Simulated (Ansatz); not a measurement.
```yaml
atoms:
  - { symbol: Si, position_ang: [-1.6034, 0.0505, -0.1418] }
  - { symbol: Si, position_ang: [0.4076, 1.0316, -0.8716] }
  - { symbol: H, position_ang: [-1.7515, -1.3370, -0.6747] }
  - { symbol: H, position_ang: [-1.6674, 0.0151, 1.3516] }
  - { symbol: H, position_ang: [-2.7600, 0.8661, -0.6331] }
  - { symbol: H, position_ang: [2.3361, -1.4785, 0.6523] }
  - { symbol: S, position_ang: [1.1611, -1.8745, 1.1858] }
  - { symbol: H, position_ang: [0.1153, 2.2332, -1.7171] }
  - { symbol: H, position_ang: [1.2120, 0.0784, -1.6966] }
  - { symbol: H, position_ang: [1.2403, 1.4835, 0.2867] }
  - { symbol: H, position_ang: [1.3099, -1.0682, 2.2582] }
```

Level of theory: UKS PBE0/def2-SVP in Ansatz.

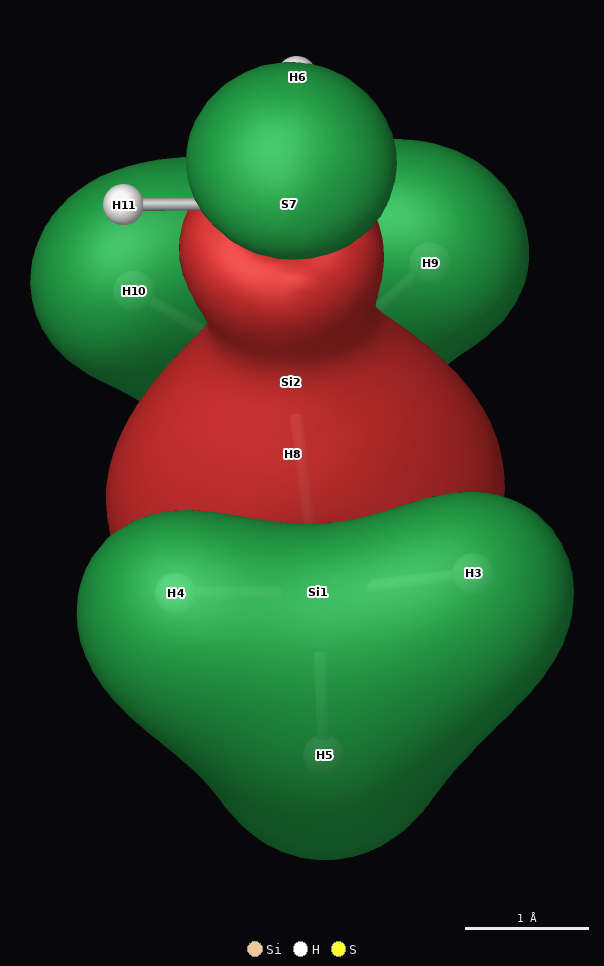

H$_{6}$Si$_{2}$···H$_{2}$S. The HOMO−1 at ±0.06 Å⁻³ᐟ² (green and red are the two phases), seen at an oblique angle.

> What is the character of this orbital?

By Hirshfeld shares it lies mainly on Si2 (about 35 %) and Si1 (about 35 %). Its energy is −8.29 eV.
